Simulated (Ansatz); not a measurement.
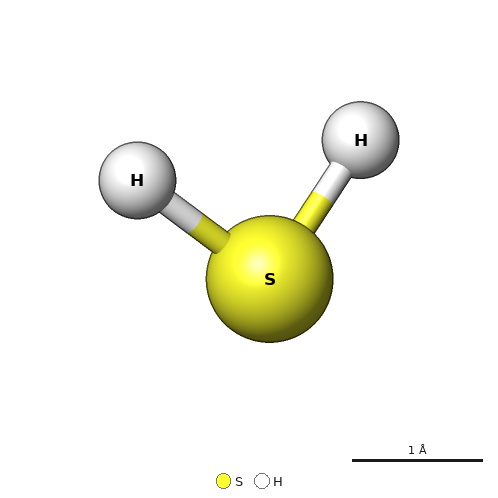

Ball-and-stick drawing of a structure. Every bond is drawn as one stick, whatever its order.

The computed structure is the end point of a PBE0-D4/def2-TZVP optimisation. No frequency run is at hand to confirm it as a minimum.

What does the picture show?

Formula H2S. The point group is C2v. Coordination: 1 S bent.

The parts below concern this one geometry. Atoms keep their numbers from picture to picture.

Electronic properties

No frequency run is at hand to confirm it as a minimum. Method: RKS PBE0-D4/def2-TZVPPD (Ansatz 0.2.0).

Predict the main results.

- HOMO energy (Kohn–Sham orbital): −7.56 eV
- LUMO energy (Kohn–Sham orbital): 0.03 eV
- HOMO–LUMO gap: 7.59 eV

Charges

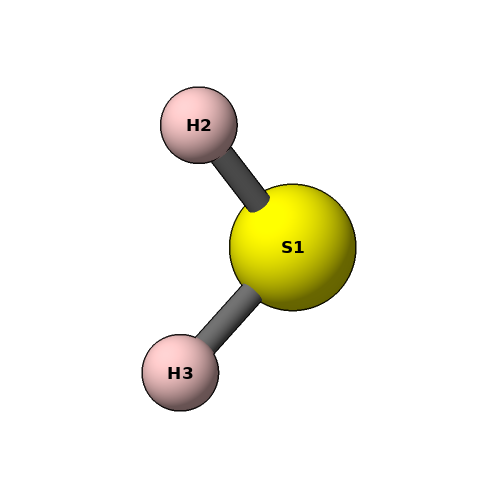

The questions are on Mulliken charges. No frequency run is at hand to confirm it as a minimum. Method: RKS PBE0-D4/def2-TZVP (Ansatz 0.2.0).

Give the Mulliken charges atom by atom.

| atom | value (e) |
| --- | --- |
| S1 | −0.35 |
| H2 | 0.17 |
| H3 | 0.17 |

Dipole moment

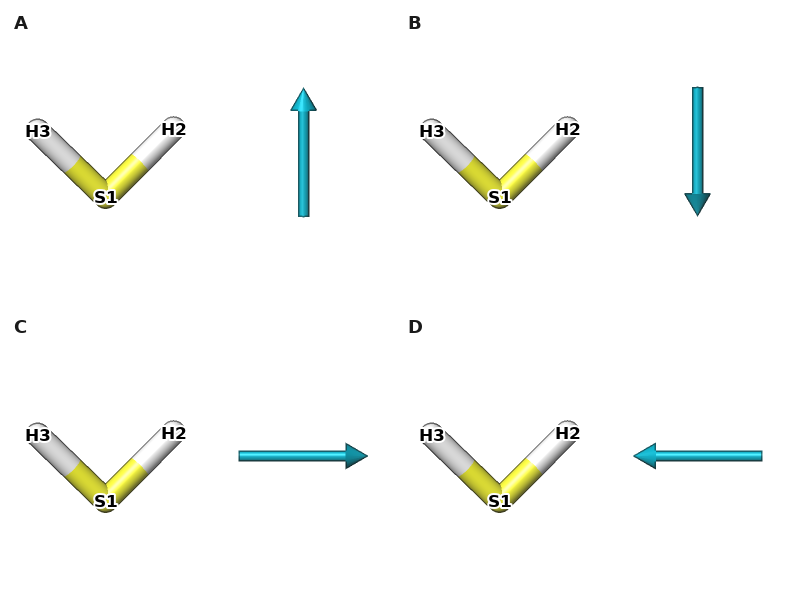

The same molecule four times, each with an arrow. No frequency run is at hand to confirm it as a minimum. Properties computed with RKS PBE0-D4/def2-TZVP (Ansatz 0.2.0).

Question: Which arrow points along the dipole moment, from the negative to the positive end?

Answer: A. The dipole moment is 1.16 D; it points from the side of S1 to the side of H2, H3 (the outermost atoms at the two ends).

Mulliken values depend strongly on the basis set and can even reverse the polarity of a bond.
